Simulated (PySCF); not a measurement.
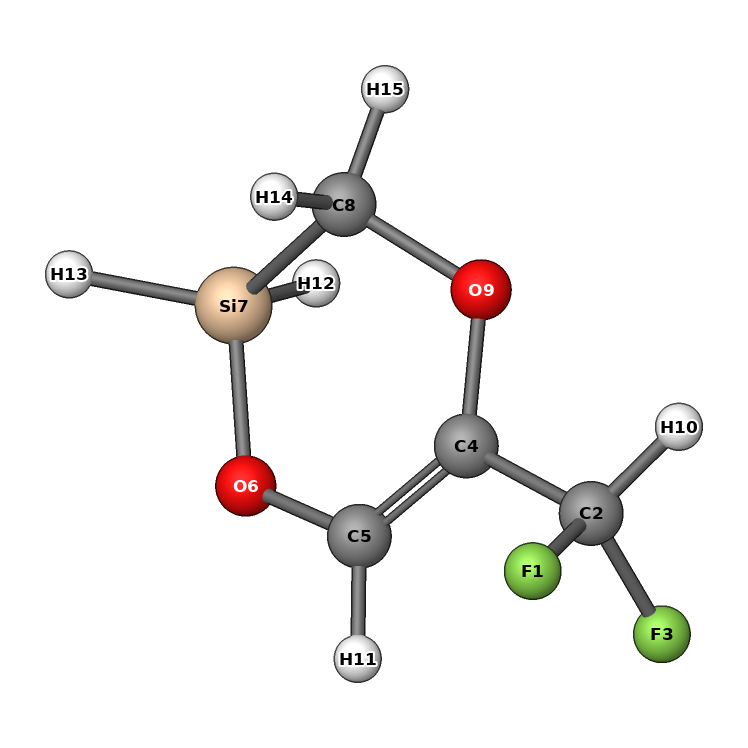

The questions are on isotropic NMR shieldings of the O atoms. Computed geometry: GFN2-xTB optimisation. No frequency run is at hand to confirm it as a minimum. Properties computed with GIAO PBE0/pcSseg-1 NMR shielding, non-relativistic, gas phase (PySCF 2.14.0).

List the isotropic NMR shieldings of the O atoms.

```json
{"atom": "O6", "σ (ppm)": "265.4"}
{"atom": "O9", "σ (ppm)": "258.1"}
```

The geometry is semi-empirical. Around Si such bond lengths and angles can be off by a tenth of an ångström or more and by several degrees, and values that hang on the shape move with them.
